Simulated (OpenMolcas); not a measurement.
**Si2H6O (disilanol): levels of theory compared**

Wanted: a comparison of 6 runs (B2PLYP/def2-SVPD, BHLYP/def2-SVPD, BLYP/def2-SVPD, M06-2X/def2-SVPD, r2SCAN/def2-SVPD, revPBE/def2-SVPD) of Si2H6O (disilanol). 

The results are computed with OpenMolcas 26.06.

1 further run of the same task is left out (set aside as unsound or not needed).

## (1) The molecule

The species is Si2H6O (9 atoms), meant as a singlet with charge 0. SMILES: `O[SiH2][SiH3]`. The shape is that of a PBE0-D4/def2-TZVP optimisation. This is one conformer, not always the lowest.

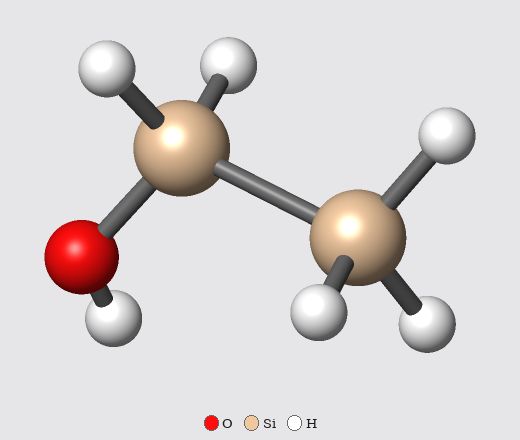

Viewed from a chosen angle; oxygen red, silicon light orange, hydrogen white.

## (2) A single-point energy at B2PLYP/def2-SVPD (run 1)

calc.input

```
&GATEWAY
  BasLib
  $CurrDir
  Coord
  9
  bohr
  O     -3.04056933     1.96512620    -1.43997131
  Si     0.00907069     1.76330345    -0.78593710
  Si     1.02838896    -1.96229161     1.39575172
  H     -3.77302718     0.64515250    -2.43925848
  H      1.56960652     1.87933263    -3.13278797
  H      0.58846072     4.01604596     0.78045689
  H      3.80382972    -2.08776942     1.84153811
  H      0.27627796    -4.21068775    -0.12509987
  H     -0.29479728    -2.09589524     3.87299369
  Basis
  def2-SVPD
  Group
  NoSym

&SEWARD
  GridInput
  Grid=UltraFine
  End of Grid

&SCF
  KSDFT
  B2PLYP_SCF
  Thresholds
  1e-10 1e-07 1e-07 1e-05
  PrOrbitals
  1

&MBPT2
  Frozen
  11
```

The basis set def2-SVPD is read from a file made from the Basis Set Exchange's data (not shown).

The run is started by

```
$ export MOLCAS_MEM=1860
$ pymolcas calc.input > calc.log
```

The log of the run:

```text
--- Start Module: gateway ---
[...]
--- Stop Module: gateway /rc=_RC_ALL_IS_WELL_ ---
[...]
      Basis functions          119
[...]
--- Start Module: scf ---
[...]
       Convergence after  12 Iterations
[...]
::    Total KS-DFT energy                            -657.1462216780
[...]
      Total spin, S                                     0.0000000000
[...]
      Total electronic charge=   42.000000
      Total            charge=   -0.000000
[...]
      Dipole Moment (debye):
      Origin of the operator (angstrom)=   -0.1182    0.1628   -0.0351
                   X=  8.7997E-02               Y= -1.0256E+00               Z= -6.7344E-01           Total=  1.2301E+00
      Quadrupole Moment (debye*angstrom):
[...]
--- Stop Module: scf /rc=_RC_ALL_IS_WELL_ ---
[...]
--- Start Module: mbpt2 ---
[...]
 ###    WARNING: MP2 implementation intended for RHF references only         ###
 ###############################################################################
MBPT2 WARNING: Reference function according to RunFile:KS-DFT
I'll assume you know what you're doing and continue
WARNING!
Default frozen orbitals as non valence orbitals is overwritten by user input.
Default values:   5
[...]
       Reference weight ( Cref**2 )         =        0.80835
::    Total MBPT2 energy                             -657.6553346631
[...]
      Total MBPT2 calculations                           0.71      0.80
--- Stop Module: mbpt2 /rc=_RC_ALL_IS_WELL_ ---
[...]
```

Run time: 41 s. Hardware: 1 thread of Intel Xeon Platinum 8375C at 2.90GHz (Ice Lake), shared host; peak memory 0.75 GiB.

## (3) Energy and forces at BHLYP/def2-SVPD (run 2)

calc.input

```
* H6OSi2 Kohn-Sham DFT
>>> EXPORT MOLCAS_PRINT=2
&GATEWAY
BasLib = $CurrDir
Coord
9
angstrom
O       -1.609000       1.039900      -0.762000
Si       0.004800       0.933100      -0.415900
Si       0.544200      -1.038400       0.738600
H       -1.996600       0.341400      -1.290800
H        0.830600       0.994500      -1.657800
H        0.311400       2.125200       0.413000
H        2.012900      -1.104800       0.974500
H        0.146200      -2.228200      -0.066200
H       -0.156000      -1.109100       2.049500
Basis = def2-SVPD
Group = NoSym
&SEWARD
GridInput
Grid=UltraFine
End of Grid
&SCF
KSDFT = HYB_GGA_XC_BHANDHLYP
Thresholds = 1e-10 1e-07 1e-07 1e-05
PrOrbitals = 1 2
&ALASKA
```

The basis set def2-SVPD is read from a file made from the Basis Set Exchange's data (not shown).

The run is started by

```
$ export MOLCAS_MEM=1860
$ pymolcas calc.input > calc.log
```

The log of the run:

```text
--- Start Module: gateway ---
[...]
--- Stop Module: gateway /rc=_RC_ALL_IS_WELL_ ---
[...]
      Basis functions          119
[...]
--- Start Module: scf ---
[...]
       Convergence after  12 Iterations
[...]
::    Total KS-DFT energy                            -657.5685092632
[...]
      Total spin, S                                     0.0000000000
[...]
      Total electronic charge=   42.000000
      Total            charge=   -0.000000
[...]
      Dipole Moment (debye):
      Origin of the operator (angstrom)=   -0.1182    0.1628   -0.0351
                   X=  9.9602E-02               Y= -1.0282E+00               Z= -6.6963E-01           Total=  1.2311E+00
      Quadrupole Moment (debye*angstrom):
[...]
--- Stop Module: scf /rc=_RC_ALL_IS_WELL_ ---
[...]
--- Start Module: alaska ---
[...]
 *              Molecular gradients               *
 **************************************************
  Irreducible representation: a
 ------------------------------------------------------------------------------------------
                              X                       Y                       Z
 ------------------------------------------------------------------------------------------
  O1                1.25888009503132E-02    6.90602779335325E-03    7.65777489059660E-03
  SI2              -1.44293485177904E-02   -3.69141326067091E-03   -2.95211997533373E-03
  SI3              -4.59812070934262E-04    3.18199938374164E-03   -1.74710308441117E-03
  H4               -4.62977729132952E-04   -6.12292256023927E-03   -3.76237159584480E-03
  H5                1.90601357629072E-03   -4.49056567444761E-07   -1.57076050287941E-03
  H6                3.79547479618658E-04    1.71436592401264E-03    1.23790815386027E-03
  H7                1.98628504363541E-03   -2.18682366486533E-04    3.77525360107378E-04
  H8               -5.34724465618419E-04   -1.55807687503451E-03   -1.02335638025508E-03
[...]
--- Stop Module: alaska /rc=_RC_ALL_IS_WELL_ ---
[...]
```

Run time: 53 s. Hardware: 1 thread of Intel Xeon Platinum 8375C at 2.90GHz (Ice Lake), shared host; peak memory 0.75 GiB.

Runs 3 to 5 aren't shown in full; the table further down has their settings and results.

## (4) Energy and gradient at revPBE/def2-SVPD (run 6)

input.xyz

```xyz
9

O     -1.609000     1.039900    -0.762000
Si     0.004800     0.933100    -0.415900
Si     0.544200    -1.038400     0.738600
H     -1.996600     0.341400    -1.290800
H      0.830600     0.994500    -1.657800
H      0.311400     2.125200     0.413000
H      2.012900    -1.104800     0.974500
H      0.146200    -2.228200    -0.066200
H     -0.156000    -1.109100     2.049500
```

mol.input

```
* H6OSi2 Kohn-Sham DFT
>>> EXPORT MOLCAS_PRINT=2

&GATEWAY
  BasLib=$CurrDir
  Coord=input.xyz
  Basis=def2-SVPD
  Group=NoSym

&SEWARD
  GridInput
  Grid=UltraFine
  End of Grid

&SCF
  KSDFT=revPBE
  Thresholds=1e-10 1e-07 1e-07 1e-05
  PrOrbitals=0

&ALASKA
```

The basis set def2-SVPD is read from a file made from the Basis Set Exchange's data (not shown).

The run is started by

```
$ export MOLCAS_MEM=1860
$ pymolcas mol.input > mol.log
```

The log of the run:

```text
--- Start Module: gateway ---
[...]
--- Stop Module: gateway /rc=_RC_ALL_IS_WELL_ ---
[...]
      Basis functions          119
[...]
--- Start Module: scf ---
[...]
       Convergence after  15 Iterations
[...]
::    Total KS-DFT energy                            -657.4592254017
[...]
      Total spin, S                                     0.0000000000
[...]
      Total electronic charge=   42.000000
      Total            charge=   -0.000000
[...]
      Dipole Moment (debye):
      Origin of the operator (angstrom)=   -0.1182    0.1628   -0.0351
                   X= -6.0950E-02               Y= -8.9708E-01               Z= -6.6881E-01           Total=  1.1206E+00
      Quadrupole Moment (debye*angstrom):
[...]
--- Stop Module: scf /rc=_RC_ALL_IS_WELL_ ---
[...]
--- Start Module: alaska ---
[...]
 *              Molecular gradients               *
 **************************************************
  Irreducible representation: a
 ------------------------------------------------------------------------------------------
                              X                       Y                       Z
 ------------------------------------------------------------------------------------------
  O1                2.47638014938936E-02   -1.03284036298090E-02    3.41122067227362E-04
  SI2              -2.43950234069583E-02    3.04471078141777E-03   -5.93936014593233E-03
  SI3               1.17859846456625E-04   -1.05724685333186E-03    3.79061833112537E-04
  H4                6.11549055068306E-03    8.31354128471506E-03    6.61803218194112E-03
  H5               -3.75213370245664E-03   -5.47085197048977E-04    5.49036389679447E-03
  H6               -1.09065336173542E-03   -5.37990577950254E-03   -3.50931996915671E-03
  H7               -6.17425935469917E-03    5.42796657617639E-04   -1.10893313102089E-03
  H8                1.55406586722595E-03    5.00629683010745E-03    3.23414620044105E-03
[...]
--- Stop Module: alaska /rc=_RC_ALL_IS_WELL_ ---
[...]
```

Run time: 61 s. Hardware: 1 thread of Intel Xeon Platinum 8375C at 2.90GHz (Ice Lake), shared host; peak memory 0.75 GiB.

## (5) Overview of the runs

```csv
run,level,task,frozen core orbitals,energy (Eh),dipole moment (D),HOMO energy (eV),LUMO energy (eV),wall time
1,B2PLYP/def2-SVPD,energy,11,-657.283682,1.23,-8.96,0.53,41 s
2,BHLYP/def2-SVPD,gradient,–,-657.568509,1.23,-9.02,0.27,53 s
3,BLYP/def2-SVPD,gradient,–,-657.571244,1.13,-6.57,-1.22,59 s
4,M06-2X/def2-SVPD,gradient,–,-657.532187,1.19,-8.99,0.15,67 s
5,r2SCAN/def2-SVPD,gradient,–,-657.513343,1.17,-6.96,-0.95,74 s
6,revPBE/def2-SVPD,gradient,–,-657.459225,1.12,-6.65,-1.25,61 s
```

## (6) Results

| quantity | value |
| --- | --- |
| run 6: total energy | -657.45923 Eh |
| run 6: dipole moment | 1.12 D |
| run 6: HOMO energy | -6.65 eV |
| run 6: LUMO energy | -1.25 eV |
| run 6: HOMO–LUMO gap | 5.39 eV |
| run 6: largest force on an atom | 1.380 eV/Å |

In words: The dipole moment (its size) runs from 1.12 D (revPBE/def2-SVPD) to 1.23 D (BHLYP/def2-SVPD). The HOMO–LUMO gap runs from 5.35 eV (BLYP/def2-SVPD) to 9.49 eV (B2PLYP/def2-SVPD). A double hybrid's value is that of its SCF part. For B2PLYP the log adds the whole second-order term; the table takes 0.27 of it, as the functional is defined. Totals of different functionals can't be ranked against each other. All runs together took 5.9 min, the longest 74 s.
